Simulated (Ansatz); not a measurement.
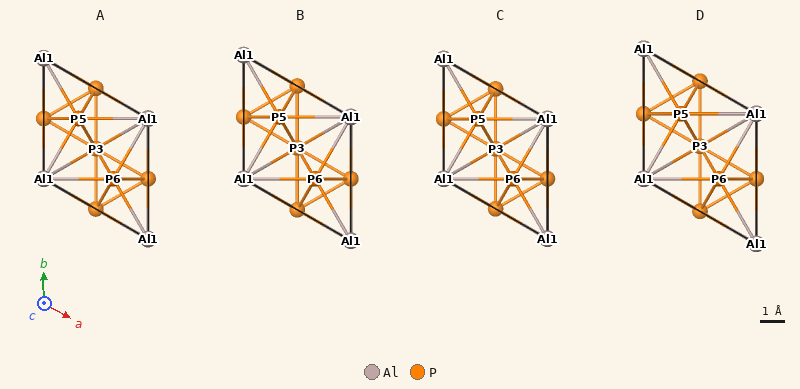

4 geometries from one relaxation of crystalline AlP5 (a generated structure, set up in P6/mmm) (coarse preliminary run), in shuffled order. Style: ball-and-stick. Shown: the cell of the calculation, along the c axis.

Method: Ansatz 0.2.0, DFT PBE, scalar-relativistic, plane waves, PAW. Settings: plane-wave cutoff 420 eV; k-point mesh 6 × 6 × 4; occupations gaussian; smearing width 0.1 eV; no spin polarisation; cell and atoms relaxed; force threshold 0.04 eV/Å; at most 70 steps.

Q: Put them in the order of the run, from the start to the converged end.

A: D, B, C, A. They are steps 0, 1, 2, 4, at +1.004 eV per cell of the calculation, +0.125 eV per cell of the calculation, +54.1 meV per cell of the calculation relative to the last. No atom moves by more than 0.005 Å relative to the cell. The drawn cell changes as follows: a = b 5.514 → 5.110 Å (−7.3 %), c 4.594 → 4.271 Å (−7.0 %); the volume changes by −20.1 %. Among the contacts that change: Al–P 3.588 → 3.330 Å, Al–P 3.183 → 2.950 Å, P–P 2.757 → 2.555 Å, P–P 2.795 → 2.596 Å. The space group stays P6/mmm (No. 191). Over 3 accepted moves (4 points after the start) the energy falls by 1.004 eV per cell of the calculation. All forces vanish by symmetry, so only the cell relaxes. Pressure: −10.87 GPa at the start and 0.01 GPa at the end. At 1 point the geometry stayed and the basis and grid were re-selected for the new cell (energy shift of 1.2 meV per cell of the calculation at most each time).
